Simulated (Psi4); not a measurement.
**SiH4S (Si(SH)H3) at CAM-B3LYP/6-311+G(d,p) (sweep point 6)**

What is the vertical electron affinity of SiH4S (Si(SH)H3) at CAM-B3LYP/6-311+G** (sweep point 6)? Input form: a Python script.

The results are computed with Psi4 1.11.

4 further runs of the same task are left out: 4 set aside as unsound or not needed.

### Step 1. Starting point

SiH4S: 6 atoms, total charge 0, spin state singlet. SMILES: `[H][Si]([H])([H])S`. The coordinates come from a GFN2-xTB relaxation.

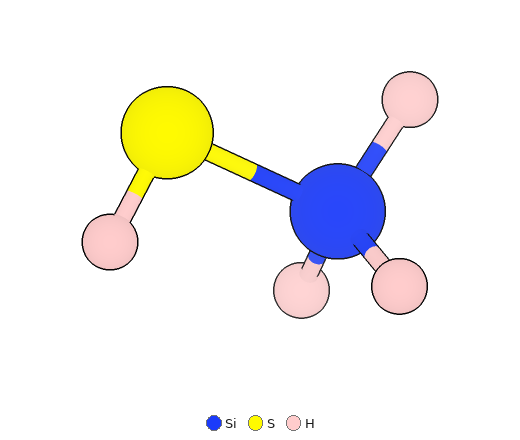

The structure, seen from a chosen angle (silicon blue, sulfur yellow, hydrogen pink).

### Step 2. A single-point energy at CAM-B3LYP/6-311+G(d,p) (sweep point 6)

File h4ssi.py:

```python
import psi4

psi4.set_memory('1600 MB')
psi4.set_num_threads(1)
psi4.set_output_file('run.log', False)

m = psi4.geometry("""
0 1
Si     0.201210    -0.014540    -0.544580
S      0.253720     0.019820     1.601470
H     -1.056810     0.059910     1.795240
H      1.606010    -0.020690    -0.909950
H     -0.503230     1.180600    -0.990160
H     -0.500900    -1.225100    -0.952020
units angstrom
symmetry c1
""")

psi4.set_options(dict(basis='6-311+G**', puream=True, scf_type='pk', dft_radial_points=99, dft_spherical_points=590))

e_tot, wfn = psi4.energy("cam-b3lyp", molecule=m, return_wfn=True)
print(f'total energy {e_tot:.8f} hartree = {e_tot * 27.211386:.5f} eV')
for k, v in sorted(psi4.core.scalar_variables().items()):
    print(f'{k:45s} {v:18.10f}')
```

Started as:

```sh
python h4ssi.py
```

run.log:

```text
[...]
  Running in c1 symmetry.
[...]
  Nuclear repulsion =   89.527504102436609
[...]
  Multiplicity = 1
[...]
  Nalpha       = 17
  Nbeta        = 17
[...]
    Number of basis functions: 84
[...]
   @RKS iter   1:  -690.07221774803327   -3.14772e-01   5.80209e-03 ADIIS/DIIS
[...]
   @RKS iter   7:  -690.13023770477139   -6.52299e-08   7.99386e-07 DIIS
[...]
    Orbital Energies [Eh]
    ---------------------
    Doubly Occupied:
       1A    -88.907770     2A    -66.193219     3A     -7.999668
       4A     -5.963656     5A     -5.960264     6A     -5.954957
       7A     -5.371063     8A     -3.731086     9A     -3.728494
      10A     -3.728299    11A     -0.820021    12A     -0.626574
      13A     -0.486603    14A     -0.442165    15A     -0.431057
      16A     -0.384253    17A     -0.318151
[...]
  @RKS Final Energy:  -690.13023770477139
   => Energetics <=
    Nuclear Repulsion Energy =             89.5275041024366089
    One-Electron Energy =               -1131.9753430928958551
    Two-Electron Energy =                 388.8652995698497534
    DFT Exchange-Correlation Energy =     -36.5476982841617755
    Empirical Dispersion Energy =           0.0000000000000000
    VV10 Nonlocal Energy =                  0.0000000000000000
    Total Energy =                       -690.1302377047713890
[...]
 Multipole Moments:
 ------------------------------------------------------------------------------------
     Multipole            Electronic (a.u.)      Nuclear  (a.u.)        Total (a.u.)
 ------------------------------------------------------------------------------------
 L = 1.  Multiply by 2.5417464519 to convert [e a0] to [Debye]
 Dipole X            :          0.8177665           -1.2039031           -0.3861366
 Dipole Y            :          0.0207202           -0.0178975            0.0028227
 Dipole Z            :          2.4549295           -3.0322731           -0.5773436
 Magnitude           :                                                    0.6945755
[...]
```

On the terminal:

```text
total energy -690.13023770 hartree = -18779.40029 eV
CURRENT ENERGY                                   -690.1302377048
CURRENT REFERENCE ENERGY                         -690.1302377048
DD SOLVATION ENERGY                                 0.0000000000
DFT FUNCTIONAL TOTAL ENERGY                      -690.1302377048
DFT TOTAL ENERGY                                 -690.1302377048
DFT VV10 ENERGY                                     0.0000000000
DFT XC ENERGY                                     -36.5476982842
GRID ELECTRONS ALPHA                               16.9999998583
GRID ELECTRONS BETA                                16.9999998583
GRID ELECTRONS TOTAL                               33.9999997166
NUCLEAR REPULSION ENERGY                           89.5275041024
ONE-ELECTRON ENERGY                             -1131.9753430929
PCM POLARIZATION ENERGY                             0.0000000000
PE ENERGY                                           0.0000000000
SCF ITERATION ENERGY                             -690.1302377048
SCF ITERATIONS                                      7.0000000000
SCF TOTAL ENERGY                                 -690.1302377048
TWO-ELECTRON ENERGY                               388.8652995698
XC GRID RADIAL POINTS                              99.0000000000
XC GRID SPHERICAL POINTS                          590.0000000000
XC GRID TOTAL POINTS                           337814.0000000000
```

Run time: 9.3 s. Hardware: 1 thread of Intel Xeon Platinum 8488C (Sapphire Rapids), shared host; peak memory 1 GiB.

### Step 3. The doublet anion at the same level

File job.py:

```python
import psi4

psi4.set_memory('1600 MB')
psi4.set_num_threads(1)
psi4.set_output_file('h4ssi.out', False)

molecule = psi4.geometry("""
-1 2
Si     0.201210    -0.014540    -0.544580
S      0.253720     0.019820     1.601470
H     -1.056810     0.059910     1.795240
H      1.606010    -0.020690    -0.909950
H     -0.503230     1.180600    -0.990160
H     -0.500900    -1.225100    -0.952020
symmetry c1
""")

psi4.set_options({
    'basis': '6-311+G**',
    'reference': 'uks',
    'puream': True,
    'scf_type': 'pk',
    'dft_radial_points': 99,
    'dft_spherical_points': 590,
    'maxiter': 150,
})

E, wfn = psi4.energy("cam-b3lyp", molecule=molecule, return_wfn=True)
print('E =', round(E, 9))
```

Started as:

```sh
python job.py
```

h4ssi.out:

```text
[...]
  Running in c1 symmetry.
[...]
  Nuclear repulsion =   89.527504102436609
[...]
  Multiplicity = 2
[...]
  Nalpha       = 18
  Nbeta        = 17
[...]
    Number of basis functions: 84
[...]
   @UKS iter   1:  -689.91432281127629   -1.56877e-01   7.31101e-03 ADIIS/DIIS
[...]
   @UKS iter  13:  -690.09681837367475   -6.13369e-07   7.00308e-07 DIIS
[...]
   @S^2 Observed:                7.509504602E-01
[...]
    Orbital Energies [Eh]
    ---------------------
    Alpha Occupied:
       1A    -88.741112     2A    -66.028802     3A     -7.834144
       4A     -5.797775     5A     -5.794398     6A     -5.789535
       7A     -5.205893     8A     -3.565676     9A     -3.563678
      10A     -3.563485    11A     -0.657651    12A     -0.465213
      13A     -0.325410    14A     -0.281606    15A     -0.270847
      16A     -0.225477    17A     -0.158589    18A      0.053893
    Alpha Virtual:
      19A      0.140643    20A      0.162630    21A      0.167053
      22A      0.176655    23A      0.198141    24A      0.205706
      25A      0.221459    26A      0.229863    27A      0.237852
[...]
  @UKS Final Energy:  -690.09681837367475
   => Energetics <=
    Nuclear Repulsion Energy =             89.5275041024366089
    One-Electron Energy =               -1137.5049640828792690
    Two-Electron Energy =                 394.4866650833068320
    DFT Exchange-Correlation Energy =     -36.6060234765388159
    Empirical Dispersion Energy =           0.0000000000000000
    VV10 Nonlocal Energy =                  0.0000000000000000
    Total Energy =                       -690.0968183736746369
[...]
 Multipole Moments:
 ------------------------------------------------------------------------------------
     Multipole            Electronic (a.u.)      Nuclear  (a.u.)        Total (a.u.)
 ------------------------------------------------------------------------------------
 L = 1.  Multiply by 2.5417464519 to convert [e a0] to [Debye]
 Dipole X            :          1.6841109           -1.2039031            0.4802078
 Dipole Y            :          0.0072317           -0.0178975           -0.0106658
 Dipole Z            :          2.9563423           -3.0322731           -0.0759308
 Magnitude           :                                                    0.4862908
[...]
```

Standard output:

```text
E = -690.096818374
```

Wall time 20 s (1 thread of Intel Xeon Platinum 8488C (Sapphire Rapids), shared host); peak memory 1 GiB.

### Step 4. Outcome

At CAM-B3LYP/6-311+G** (sweep point 6):

```
                                         quantity          value
                      singlet SiH4S: total energy  -690.13024 Eh
                     singlet SiH4S: dipole moment         1.77 D
                       singlet SiH4S: HOMO energy       -8.66 eV
                       singlet SiH4S: LUMO energy        0.35 eV
                     singlet SiH4S: HOMO–LUMO gap        9.01 eV
                      doublet anion: total energy  -690.09682 Eh
doublet anion: HOMO energy (highest over α and β)        1.47 eV
 doublet anion: LUMO energy (lowest over α and β)        3.75 eV
                              doublet anion: ⟨S²⟩          0.751
vertical electron affinity (to the doublet anion)      -0.909 eV
```

In words: The anion lies 0.91 eV (21.0 kcal/mol) above the neutral: the electron isn't bound at this level, and such a value depends on the basis. The HOMO (doublet anion) lies at positive energy, 1.47 eV; only total energies tell whether the electron is bound.
